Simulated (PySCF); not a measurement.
C5H4Cl2O2 (itaconyl chloride)

Input file:

```
{"job": {"kind": "nmr", "xc": "PBE0", "basis": "pcSseg-1"}, "charge": 0, "multiplicity": 1}
C     -1.592086    -0.906425    -0.424046
C     -0.643992     0.012673    -0.246406
C      0.805951    -0.222823    -0.558304
C      1.608932    -0.351496     0.707889
O      1.218746    -0.595694     1.797143
Cl     3.336478    -0.153040     0.402056
C     -1.047610     1.309423     0.330037
O     -2.151274     1.665676     0.585105
Cl     0.313034     2.394120     0.656886
H     -1.373633    -1.883821    -0.818834
H     -2.616884    -0.692790    -0.170675
H      1.215642     0.583354    -1.167887
H      0.922307    -1.158670    -1.110691
```

Run with:

```sh
OMP_NUM_THREADS=1 python probes_run.py task.json out
```

Geometry: GFN2-xTB.

Theory: PBE0/pcSseg-1, SCF density, gas phase, non-relativistic (PySCF).

What will maps of the electron density and electron localisation function show?

C–O (1.19 Å): ρ at the midpoint is about 3.5 e/Å³; the ELF peaks at about 0.85 between the atoms; a short, multiple covalent bond.
C–C (1.33 Å): the density is about 2.3 e/Å³ at the midpoint; the ELF peaks at about 0.95 between the atoms (a short, multiple covalent bond).
C–Cl (1.77 Å): ρ is about 1.4 e/Å³ halfway; the ELF peaks at about 0.90 between the atoms: a covalent bond.
C–H (1.08 Å): ρ at the midpoint is about 2.1 e/Å³; the ELF climbs to about 1 towards the hydrogen, as it does in any bond to H: an ordinary covalent bond to hydrogen.

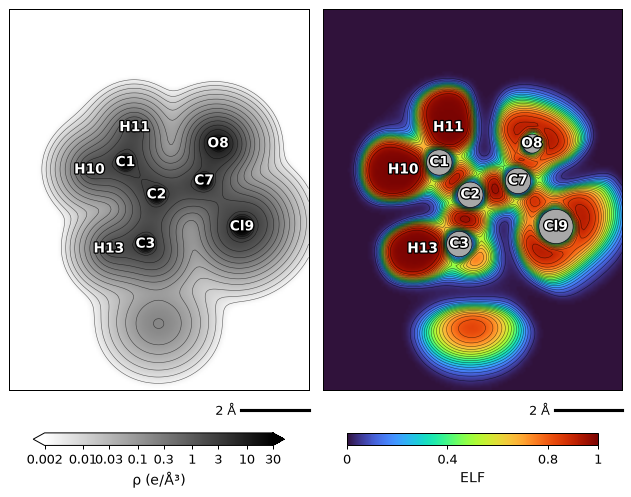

Computed electron density and electron localisation function on the plane of atoms C2, C1 and H11, in this order. Grey discs cover the atomic cores in the ELF map. 
